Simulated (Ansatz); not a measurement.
# What BaPbO3 (model cell, started as cubic perovskite with Pb in the octahedra) distorts into

Aim: this structure of BaPbO3 (model cell, started as cubic perovskite with Pb in the octahedra) is to be tested for unstable modes, and one is followed downhill.

Method: DFT PBEsol, scalar-relativistic, plane waves, PAW; PAW set soft_1, in Ansatz 0.2.0.

The structure was built from a prototype and need not be the compound's stable phase.

## Step 1: Starting point

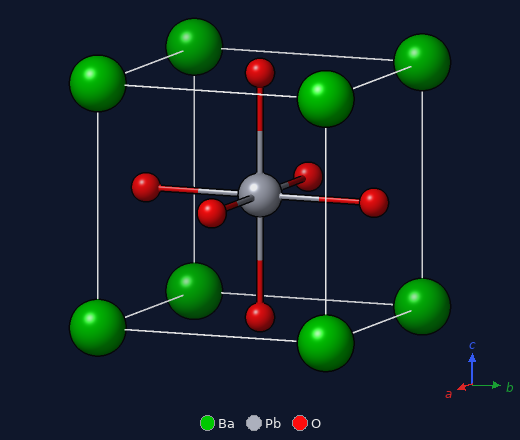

Start, viewed slightly off an axis; barium green, lead light grey, oxygen red. Some periodic images of atoms are drawn too.

Structure file:

```cif
data_structure
_symmetry_space_group_name_H-M 'Pm-3m'
_symmetry_Int_Tables_number 221
_cell_length_a 4.2811
_cell_length_b 4.2811
_cell_length_c 4.2811
_cell_angle_alpha 90.000
_cell_angle_beta 90.000
_cell_angle_gamma 90.000
_cell_volume 78.46
loop_
_atom_site_label
_atom_site_type_symbol
_atom_site_symmetry_multiplicity
_atom_site_Wyckoff_symbol
_atom_site_fract_x
_atom_site_fract_y
_atom_site_fract_z
_atom_site_occupancy
Ba1 Ba 1 a 0.00000 0.00000 0.00000 1
Pb1 Pb 1 b 0.50000 0.50000 0.50000 1
O1 O 3 c 0.50000 0.50000 0.00000 1
```

## Step 2: The dispersion

The cell comes from relaxations at this level that are not shown. Stability and thermal properties need the whole zone. Linear response on a 4×4×4 q mesh gives force constants as far as a supercell of that size would.

Contents of input.yaml:

```yaml
crystal:
  lattice:
    - [4.2810551391, 0.0, 0.0]
    - [0.0, 4.2810551391, 0.0]
    - [0.0, 0.0, 4.2810551391]
  atoms:
    - { symbol: Ba, position: [0.0, 0.0, 0.0] }
    - { symbol: Pb, position: [0.5, 0.5, 0.5] }
    - { symbol: O, position: [0.5, 0.5, 0.0] }
    - { symbol: O, position: [0.5, 0.0, 0.5] }
    - { symbol: O, position: [0.0, 0.5, 0.5] }
kpoints:
  mp_grid: { grid: [8, 8, 8] }
hamiltonian:
  xc: pbesol
  pseudopotentials: { kind: paw, azcp: { folder: soft_1 }, xc_functional: pbe }
scf:
  occupations: { method: methfessel_paxton, width: 0.2 }
output:
  eigenvalues: true
phonons:
  method: dfpt
  qmesh: [4, 4, 4]
  temperatures: { t_max: 1000, t_step: 50 }
  qpath:
    path:
      - [[0.0, 0.0, 0.0], [0.0, 0.5, 0.0], [0.5, 0.5, 0.0], [0.0, 0.0, 0.0], [0.5, 0.5, 0.5], [0.0, 0.5, 0.0]]
      - [[0.5, 0.5, 0.5], [0.5, 0.5, 0.0]]
    npoints: 10
```

Launch:

```console
$ ansatz run input.yaml --threads 4 --pin off --max-ram 16384MiB --backend cpu --events-out ev --progress --plain --runs-dir out
```

Numbers of over 12 decimals in the logs are rounded to 6 here.

Output:

```text
Engine: ansatz 0.2.0, aarch64-unknown-linux-gnu
Pseudopotentials: kind: paw
Pseudopotential: Ba, paw, valence charge 10, recommended cutoff 420 eV (normal), soft_1/Ba.paw.azcp
Pseudopotential: Pb, paw, valence charge 14, recommended cutoff 420 eV (normal), soft_1/Pb.paw.azcp
Pseudopotential: O, paw, valence charge 6, recommended cutoff 420 eV (normal), soft_1/O.paw.azcp
Functional definition: PBEsol
  exchange = pbesol_x
  correlation = pbesol_c
Crystal: 5 atoms, lattice volume = 78.461 Å³
Basis set: ecut = 420 eV, 1551 PW (Γ), exchange–correlation on 60×60×60 points (8 copies of the dense FFT grid, shifted against one another)
Bands: 26, of which v1, the nominal top of the filled ones, is band 21 counted from 1 (20 counted from 0)
Symmetry: 48 space group operations
k-points: 35 of 512
Non-local potential: Ba, projectors of the file, l = 0: 3, l = 1: 2, l = 2: 2, l = 3: 2
Non-local potential: Pb, projectors of the file, l = 0: 2, l = 1: 2, l = 2: 2, l = 3: 1
Non-local potential: O, projectors of the file, l = 0: 2, l = 1: 2, l = 2: 1
PAW form: soft (Blöchl's): semilocal exchange-correlation on the pseudo side does not see the compensation charge
PAW frozen core: Ba, regenerated for the run's functional, and the local potential with it (the file was generated under x = pbe(κ = 0.804, μ = 0.219515), c = pbe(β = 0.066725))
PAW frozen core: Pb, regenerated for the run's functional, and the local potential with it (the file was generated under x = pbe(κ = 0.804, μ = 0.219515), c = pbe(β = 0.066725))
PAW frozen core: O, regenerated for the run's functional, and the local potential with it (the file was generated under x = pbe(κ = 0.804, μ = 0.219515), c = pbe(β = 0.066725))
PAW one-centre angular grid: Ba, 194 points (default); XC on 64 Gauss nodes
PAW one-centre angular grid: Pb, 590 points (default); XC on 64 Gauss nodes
PAW one-centre angular grid: O, 110 points (default); XC on 64 Gauss nodes
Initial density: superposition of atomic densities (chi_scale 0.1, normalization cell, long waves kept (reshape's long-wave potential 0.00 eV rms))
Initial wavefunctions: pseudopotential atomic-orbital guess
Functional: x = pbesol(κ = 0.804, μ = 0.123457), c = pbesol(β = 0.046)
SCF iter   1: F=—  HF=-19304.939632 eV  |F-HF|=—  |Δ(HF+E_count)|=         —  Δρ=5.67e-2  dr2=3.60e0  ethr=3.10e-3  ⟨swp⟩=10.7  Hψ=5992  notcnv=0
preconditioner: auto → Resta (q_TF=auto, 2.458 Å⁻¹)  ε∞=4.8  [insulator: Δε(μ)=0.307 eV  Ē_g=13.648 eV  σ=0.200 eV  W_gap=0.63  n_scr=18 (ndim 8)  ℏωp=26.5 eV  f_vac=0.000  D(μ)=0.30/eV (n_scr^D=0)  ε∞_Penn≈4.8]
SCF iter   2: F=—  HF=-19304.046749 eV  |F-HF|=—  |Δ(HF+E_count)|=   8.93e-1  S|Δr|=    0.00e0  Δρ=3.21e-2  dr2=1.32e0  ethr=3.10e-3  ⟨swp⟩=3.8  Hψ=1927  notcnv=0  defer=31
SCF iter   3: F=—  HF=-19303.526392 eV  |F-HF|=—  |Δ(HF+E_count)|=   5.20e-1  S|Δr|=    0.00e0  Δρ=8.18e-3  dr2=8.00e-2  ethr=3.10e-3  ⟨swp⟩=4.2  Hψ=1755  notcnv=0  defer=31
SCF iter   4: F=—  HF=-19303.498131 eV  |F-HF|=—  |Δ(HF+E_count)|=   2.83e-2  S|Δr|=    0.00e0  Δρ=1.89e-3  dr2=2.66e-3  ethr=1.90e-4  ⟨swp⟩=3.4  Hψ=2088  notcnv=0  defer=32
SCF iter   5: F=—  HF=-19303.498125 eV  |F-HF|=—  |Δ(HF+E_count)|=   5.50e-6  S|Δr|=    0.00e0  Δρ=3.60e-4  dr2=1.24e-4  ethr=6.33e-6  ⟨swp⟩=2.6  Hψ=1545  notcnv=0  defer=31
SCF iter   6: F=—  HF=-19303.498115 eV  |F-HF|=—  |Δ(HF+E_count)|=   9.83e-6  S|Δr|=    0.00e0  Δρ=7.75e-5  dr2=3.54e-6  ethr=2.95e-7  ⟨swp⟩=2.7  Hψ=1755  notcnv=0  defer=31
SCF iter   7: F=—  HF=-19303.498121 eV  |F-HF|=—  |Δ(HF+E_count)|=   5.41e-6  S|Δr|=    0.00e0  Δρ=1.95e-5  dr2=2.82e-7  ethr=8.43e-9  ⟨swp⟩=2.2  Hψ=1512  notcnv=0  defer=31
SCF iter   8: F=—  HF=-19303.498121 eV  |F-HF|=—  |Δ(HF+E_count)|=   2.98e-7  S|Δr|=    0.00e0  Δρ=4.59e-6  dr2=1.93e-8  ethr=6.73e-10  ⟨swp⟩=2.0  Hψ=1355  notcnv=0  defer=31
SCF iter   9: F=—  HF=-19303.498121 eV  |F-HF|=—  |Δ(HF+E_count)|=   2.60e-8  S|Δr|=    0.00e0  Δρ=1.31e-6  dr2=1.48e-9  ethr=4.60e-11  ⟨swp⟩=2.5  Hψ=1740  notcnv=0  defer=31
SCF iter  10: F=—  HF=-19303.498121 eV  |F-HF|=—  |Δ(HF+E_count)|=  6.91e-11  S|Δr|=    0.00e0  Δρ=4.16e-7  dr2=8.10e-11  ethr=3.51e-12  ⟨swp⟩=2.1  Hψ=1555  notcnv=0  defer=31
SCF iter  11: F=-19303.498121 eV  HF=-19303.498121 eV  |F-HF|=3.64e-12  |Δ(HF+E_count)|=  1.09e-11  S|Δr|=    0.00e0  Δρ=6.86e-8  dr2=2.37e-12  ethr=1.00e-12  ⟨swp⟩=18.3  Hψ=7062  notcnv=0
SCF 1 converged in 11 iterations: F = -19303.498121 eV  dr2 = 2.37e-12
  greatest PAW one-centre occupation: 0.986 electrons in one spin orbital (limit 2), on the Pb atom at site 1 (counted from 0), in its partial waves of l = 2
Initial density: read from a saved state, or passed on in memory by an earlier SCF of this step, an earlier step, the calling program or the single point that the run made first
iter 1 solved again at ethr=6.15e-7 eV; its pass at ethr=3.10e-3 eV (dr2=2.58e-4 eV) is discarded
SCF iter   1: F=—  HF=-19303.498118 eV  |F-HF|=—  |Δ(HF+E_count)|=         —  Δρ=2.30e-6  dr2=1.75e-9  ethr=6.15e-7  ⟨swp⟩=3.5  Hψ=7894  notcnv=0
eigensolver tolerance schedule: the retry pair's looser diagonalisation over-reported the residual by 147337.85 of it (diagonalisation noise at an unbounded share of the residual, at the tolerance the schedule requests for it); recorded, not acted on — ethr = c·dr2/N_el stays at c = 1.0e-1
preconditioner: auto → Kerker (q_TF=auto, 2.458 Å⁻¹)  [metal: Δε(μ)=0.001 eV  Ē_g=15.630 eV  σ=0.200 eV  W_gap=0.01  n_scr=18 (ndim 8)  ℏωp=27.2 eV  f_vac=0.000  D(μ)=1.01/eV (n_scr^D=6)]
SCF iter   2: F=—  HF=-19303.498121 eV  |F-HF|=—  |Δ(HF+E_count)|=   3.29e-6  S|Δr|=    0.00e0  Δρ=1.13e-6  dr2=2.82e-10  ethr=4.17e-12  ⟨swp⟩=5.1  Hψ=2943  notcnv=0
SCF iter   3: F=—  HF=-19303.498121 eV  |F-HF|=—  |Δ(HF+E_count)|=  5.82e-11  S|Δr|=    0.00e0  Δρ=7.45e-7  dr2=1.38e-10  ethr=1.00e-12  ⟨swp⟩=1.2  Hψ=922  notcnv=0
SCF iter   4: F=—  HF=-19303.498121 eV  |F-HF|=—  |Δ(HF+E_count)|=  3.27e-11  S|Δr|=    0.00e0  Δρ=3.80e-7  dr2=4.68e-11  ethr=1.00e-12  ⟨swp⟩=1.1  Hψ=915  notcnv=0
SCF iter   5: F=—  HF=-19303.498121 eV  |F-HF|=—  |Δ(HF+E_count)|=  3.64e-12  S|Δr|=    0.00e0  Δρ=3.00e-7  dr2=3.02e-11  ethr=1.00e-12  ⟨swp⟩=1.1  Hψ=926  notcnv=0
SCF iter   6: F=—  HF=-19303.498121 eV  |F-HF|=—  |Δ(HF+E_count)|=  3.64e-12  S|Δr|=    0.00e0  Δρ=2.06e-7  dr2=1.41e-11  ethr=1.00e-12  ⟨swp⟩=1.2  Hψ=923  notcnv=0
SCF iter   7: F=-19303.498121 eV  HF=-19303.498121 eV  |F-HF|=7.28e-12  |Δ(HF+E_count)|=  7.28e-12  S|Δr|=    0.00e0  Δρ=5.83e-8  dr2=1.13e-12  ethr=1.00e-12  ⟨swp⟩=6.3  Hψ=3172  notcnv=0
SCF 2 converged in 7 iterations: F = -19303.498121 eV  dr2 = 1.13e-12
phonons: the bands overlap, so this run is a metal and interpolates without the dipole-dipole term. If the crystal is really an insulator or semiconductor, its LO-TO splitting is missing
NSCF: frozen V_eff on 35 k-points
NSCF: frozen V_eff on 125 k-points
DFPT response loops at q = (0, 0, 0) (fractional): preconditioner auto → Kerker (q_TF=auto, 2.458 Å⁻¹) (partly filled bands, converged f_vac=0.000); β = 1.00, the filter's whole step (`scf.mixing.beta` (0.50) is not read by the response loops under this deck's `scf.mixing.preconditioner`; to damp them name `kerker` or `kerker_dos`, under which they read `scf.mixing.beta`, and type it under 1.00, their step now; both keys bind the ground state too); Broyden in place of MSR1
NSCF: frozen V_eff on 400 k-points
DFPT response loops at q = (0, 0, 0.25) (fractional): mixed as the last ones told, above
NSCF: frozen V_eff on 250 k-points
DFPT response loops at q = (0, 0, -0.5) (fractional): mixed as the last ones told, above
NSCF: frozen V_eff on 640 k-points
DFPT response loops at q = (0, 0.25, 0.25) (fractional): mixed as the last ones told, above
NSCF: frozen V_eff on 400 k-points
DFPT response loops at q = (0, 0.25, -0.5) (fractional): mixed as the last ones told, above
NSCF: frozen V_eff on 250 k-points
DFPT response loops at q = (0, -0.5, -0.5) (fractional): mixed as the last ones told, above
NSCF: frozen V_eff on 1024 k-points
DFPT response loops at q = (0.25, 0.25, 0.25) (fractional): mixed as the last ones told, above
NSCF: frozen V_eff on 640 k-points
DFPT response loops at q = (0.25, 0.25, -0.5) (fractional): mixed as the last ones told, above
NSCF: frozen V_eff on 400 k-points
DFPT response loops at q = (0.25, -0.5, -0.5) (fractional): mixed as the last ones told, above
NSCF: frozen V_eff on 250 k-points
DFPT response loops at q = (-0.5, -0.5, -0.5) (fractional): mixed as the last ones told, above
SCF converged after 11 iterations
Stability not checked: this state was not tested for a lower state beside it, because cold or Methfessel-Paxton smearing, or corrected tetrahedra, fill the levels in a way that the test cannot read (fill_not_monotonic; see scf.lower_state_search)
Free energy (F): -19303.498121 eV
Harris-Foulkes:  -19303.498121 eV  (|F-HF|=3.64e-12)
Internal energy: -19303.509131 eV  (E = F + TS)
E sigma→0 (E₀):  -19303.500874 eV
Entropy (-TS):   0.011009 eV (2.202 meV/atom)
Fermi energy:    9.134061 eV
--- Per-component energies (eV) ---
  E_band       = -15.323754
  E_kinetic    = 958.980775
  E_local      = -2322.965442  (includes V_loc(G=0)·N_el)
  E_nonlocal   = 567.517973
  E_hartree    = 888.825932
  E_xc         = -608.539649
  E_vxc        = -533.905308  (∫ρ·V_xc dr)
  E_paw        = -15836.631384  (= ΣΔE_a)
  E_vpaw       = -462.605780  (= ΣTr[D̂ρ^β])
  E_aug_tail   = 0.002234  (compensation charges beyond the density's cutoff)
  E_ewald      = -2951.019041
  E_core_change = 0.319471  (= ΣΔE_core)
  E_smearing   = 0.011009  (= −TS)
  E_closure    = 0.000000  (closes the sum)
  Σ components = -19303.498121   (vs F -19303.498121, Δ=0.00e0)
--- Band table (eV; the first three rows and the last of 35) ---
  k-point 0: bands = [... 17 lower, 8.1491, 8.1491, 8.5168, 8.5168, 8.5168, 13.8035, 13.8035, 15.5004, ... 1 higher]
  k-point 1: bands = [... 17 lower, 8.1202, 8.1202, 8.4848, 8.4848, 8.9871, 14.0243, 14.0326, 15.7892, ... 1 higher]
  k-point 2: bands = [... 17 lower, 8.0626, 8.0626, 8.4094, 8.4094, 10.3012, 14.5672, 14.6167, 16.2366, ... 1 higher]
  k-point 34: bands = [... 17 lower, 9.0651, 9.0651, 9.1352, 9.1352, 13.9135, 13.9135, 13.9135, 15.8999, ... 1 higher]
--- Phonons (Γ-DFPT): 4 representative perturbations + reference (Σ response iterations 13) ---
  ASR residual: 4.663e-5 → 0.000e0 eV/Å²; symmetrization residual: 1.010e-6 eV/Å²
  ASR residual per site (eV/Å²): 1.21e-6 1.35e-6 4.66e-5 4.66e-5 4.66e-5
  Γ frequencies (cm⁻¹): 0.00 0.00 0.00 44.04 44.04 44.04 83.25 83.25 83.25 130.94 130.94 130.94 564.34 564.34 564.34
--- Phonons (arbitrary-q DFPT): 10 irreducible q on the 4×4×4 mesh ---
  q = [0.0000, 0.0000, 0.0000] (star 1, of the zone-centre solve; hermiticity 1.15e-7, symmetrization 1.92e-12): -0.00 0.00 0.00 44.04 44.04 44.04 83.25 83.25 83.25 130.94 130.94 130.94 564.34 564.34 564.34
  q = [0.0000, 0.0000, 0.2500] (star 6, 9 solved perturbations in 1560 linear systems a pass and spin channel, the states on 200 of 512 k-point pairs; hermiticity 2.70e-7, symmetrization 1.36e-12): 40.24 40.24 59.88 59.88 78.71 102.07 102.07 110.73 125.25 130.52 130.52 222.61 568.16 568.16 579.01
  q = [0.0000, 0.0000, -0.5000] (star 3, 9 solved perturbations in 975 linear systems a pass and spin channel, the states on 125 of 512 k-point pairs; hermiticity 1.26e-7, symmetrization 5.31e-13): 52.50 52.50 72.47 72.47 99.59 120.58 120.58 131.22 131.22 135.00 161.43 282.16 572.02 572.02 591.26
  q = [0.0000, 0.2500, 0.2500] (star 12, 9 solved perturbations in 2460 linear systems a pass and spin channel, the states on 320 of 512 k-point pairs; hermiticity 1.65e-7, symmetrization 1.53e-13): -80.03 35.87 51.64 76.12 77.70 97.10 116.53 124.20 132.11 162.94 168.76 264.71 501.39 572.10 626.68
  q = [0.0000, 0.2500, -0.5000] (star 12, 15 solved perturbations on 200 of 512 k-point pairs; hermiticity 2.03e-7, symmetrization 1.37e-14): -108.48 51.83 57.89 64.51 87.47 111.47 131.45 135.44 146.01 174.53 196.12 285.99 468.10 575.99 635.82
  q = [0.0000, -0.5000, -0.5000] (star 3, 9 solved perturbations in 975 linear systems a pass and spin channel, the states on 125 of 512 k-point pairs; hermiticity 9.90e-8, symmetrization 9.40e-14): -150.22 27.51 27.51 60.67 97.27 136.14 136.14 142.10 142.10 208.81 208.81 292.64 310.38 579.83 642.34
  q = [0.2500, 0.2500, 0.2500] (star 8, 4 solved perturbations in 1376 linear systems a pass and spin channel, the states on 512 of 512 k-point pairs; hermiticity 1.21e-7, symmetrization 2.25e-13): -99.26 -62.26 -62.26 56.67 56.67 73.53 141.93 148.71 148.71 195.12 195.12 270.90 503.84 503.84 646.45
  q = [0.2500, 0.2500, -0.5000] (star 12, 9 solved perturbations in 2460 linear systems a pass and spin channel, the states on 320 of 512 k-point pairs; hermiticity 1.78e-7, symmetrization 5.69e-13): -125.05 -93.47 -68.70 61.26 63.55 66.84 147.61 149.68 183.02 206.11 215.13 274.94 451.51 506.96 652.70
  q = [0.2500, -0.5000, -0.5000] (star 6, 9 solved perturbations in 1560 linear systems a pass and spin channel, the states on 200 of 512 k-point pairs; hermiticity 1.65e-7, symmetrization 2.15e-13): -157.67 -113.92 -113.92 63.82 63.82 65.68 150.33 184.54 184.54 226.15 226.15 268.53 316.06 493.27 656.45
  q = [-0.5000, -0.5000, -0.5000] (star 1, 4 solved perturbations in 350 linear systems a pass and spin channel, the states on 125 of 512 k-point pairs; hermiticity 2.88e-8, symmetrization 1.02e-13): -163.44 -163.44 -163.44 65.58 65.58 65.58 189.91 189.91 189.91 240.92 240.92 240.92 319.77 319.77 658.29
  sum rule: each row above includes the acoustic sum rule's correction from the zone centre's row sums; it moved no ω² by more than (0.89 cm⁻¹)²
  mesh force constants: q→R imaginary residual 1.21e-18; ASR residual 4.663e-5 → 0.000e0 eV/Å²; symmetrization residual 1.066e-14 eV/Å²
  interpolated dispersion: 62 rows × 15 modes
  density of states and harmonic sums: on the 16×16×16 q-mesh, interpolated from the force constants of a 4×4×4 supercell (no non-analytic term)
  largest difference from the sums on the solved wave vectors: F 7.51e-2 eV, S 9.08e-5 and C_V 2.16e-5 eV/K
  zero-point energy: 0.185082 eV/cell   skipped modes (ω ≤ 0): 251, of them read as no rigid motion or as one in doubt: 248 (1.552e0 modes/cell left out, lowest -163.44 cm⁻¹)   left out of the sums: 1.03e-1 of the cell's modes: C_V's classical limit lies that fraction below 3 k_B per atom; for a crystal, a wire or a layer, F and S can be off by more, and a phonons.interpolated_qmesh denser along its periods is the remedy for the sampling
```

Wall time 13 min (4 threads of Arm Neoverse V1, shared host); peak memory 2.7 GiB.

In the SCF lines HF is the Harris–Foulkes energy and dr2 the Hartree energy of the density residual, in eV; the loop may stop once dr2 is under the threshold and the program's other checks hold. Hψ counts applications of the Hamiltonian.

Numbers from this step:

```yaml
volume_per_atom: 15.69 Å³
gap_on_the_k_mesh: 0 eV
sum_rule_residual_before_enforcement: 4.66e-5 eV/Å²
lowest_frequency_on_the_path: -163.4 cm⁻¹
point_group: m-3m
highest_frequency_on_the_path_or_at_a_solved_wavevector: 659.7 cm⁻¹
highest_optical_mode_at_the_zone_centre_no_lo_to_term: 564.3 cm⁻¹
lowest_optical_zone_centre_mode: 44.04 cm⁻¹
lowest_mode_on_the_q_mesh_acoustic_modes_at_gamma_apart: -163.4 cm⁻¹
```

Frequencies (cm⁻¹) solved at each irreducible wavevector; negative means imaginary. Frequencies by wavevector, by row:

| q in reciprocal lattice units | star | mode 1 | mode 2 | mode 3 | mode 4 | mode 13 | mode 14 | mode 15 |
| --- | --- | --- | --- | --- | --- | --- | --- | --- |
| 0 0 0 | 1 | 0 | 0 | 0 | 44 | 564.3 | 564.3 | 564.3 |
| 0 0 0.25 | 6 | 40.2 | 40.2 | 59.9 | 59.9 | 568.2 | 568.2 | 579 |
| 0 0 -0.5 | 3 | 52.5 | 52.5 | 72.5 | 72.5 | 572 | 572 | 591.3 |
| 0 0.25 0.25 | 12 | -80 | 35.9 | 51.6 | 76.1 | 501.4 | 572.1 | 626.7 |
| 0 0.25 -0.5 | 12 | -108.5 | 51.8 | 57.9 | 64.5 | 468.1 | 576 | 635.8 |
| 0 -0.5 -0.5 | 3 | -150.2 | 27.5 | 27.5 | 60.7 | 310.4 | 579.8 | 642.3 |
| 0.25 0.25 0.25 | 8 | -99.3 | -62.3 | -62.3 | 56.7 | 503.8 | 503.8 | 646.5 |
| 0.25 0.25 -0.5 | 12 | -125 | -93.5 | -68.7 | 61.3 | 451.5 | 507 | 652.7 |
| 0.25 -0.5 -0.5 | 6 | -157.7 | -113.9 | -113.9 | 63.8 | 316.1 | 493.3 | 656.5 |
| -0.5 -0.5 -0.5 | 1 | -163.4 | -163.4 | -163.4 | 65.6 | 319.8 | 319.8 | 658.3 |

Interpolated from a 4×4×4 q mesh. Phonon branches along the path, in cm⁻¹:

```csv
point,branch 1,branch 2,branch 3,branch 4,branch 12,branch 13,branch 14,branch 15
Γ,0,0,0,44,131,564,564,564
X,52,52,72,72,282,572,572,591
M,-150,28,28,61,293,310,580,642
Γ,0,0,0,44,131,564,564,564
R,-163,-163,-163,66,241,320,320,658
X,52,52,72,72,282,572,572,591
jump to R,-163,-163,-163,66,241,320,320,658
M,-150,28,28,61,293,310,580,642
```

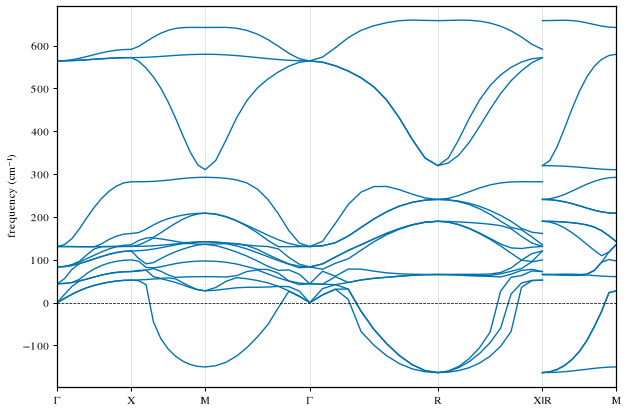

Phonon branches along the path.

Symmetry leaves 10 wavevectors to solve. The lowest mode among them, the acoustic zeros apart, lies at q = (-0.5, -0.5, -0.5) and is imaginary, 163.4i cm⁻¹, so the energy falls along it.

[end of part 1 of 3]

[Logs are printed without paths, hosts, clocks, repeated set-up lines and the standing remarks that a program may print on its own settings, such as how far it seeks lower states.]

[Hosts, paths, dates, database ids (printed as entryN), source tags and the programs' standing remarks are cut or masked in the printed files.]
